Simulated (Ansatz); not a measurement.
```yaml
atoms:
  - { symbol: O, position_ang: [-2.2731, -0.6315, 0.1276] }
  - { symbol: C, position_ang: [-1.2755, 0.0381, -0.1071] }
  - { symbol: C, position_ang: [0.0708, -0.4584, 0.2137] }
  - { symbol: C, position_ang: [1.1319, 0.2975, -0.0558] }
  - { symbol: F, position_ang: [2.3770, -0.1279, 0.2255] }
  - { symbol: H, position_ang: [-1.3357, 1.0387, -0.5669] }
  - { symbol: H, position_ang: [0.1531, -1.4379, 0.6655] }
  - { symbol: H, position_ang: [1.1516, 1.2814, -0.5024] }
```

Not at a stationary point (largest force 1.7 eV/Å).

Method: SCF PBE0, Gaussian basis in Ansatz 0.2.0.

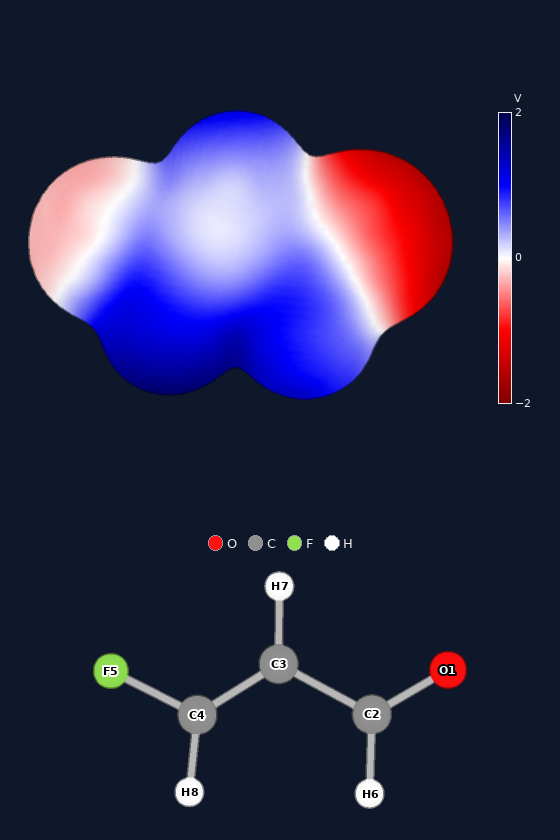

C3H3FO. The electrostatic potential painted on the density surface at 0.002 e/bohr³, seen across its widest extent; the colour scale runs from red (negative) to blue (positive). The bare structure is drawn below in the same view.

Describe the electrostatic potential map.

The most negative region (about −1.6 V) lies over O1, the most positive (about +1.8 V) over H8. O1 is the likeliest acceptor of a hydrogen bond.
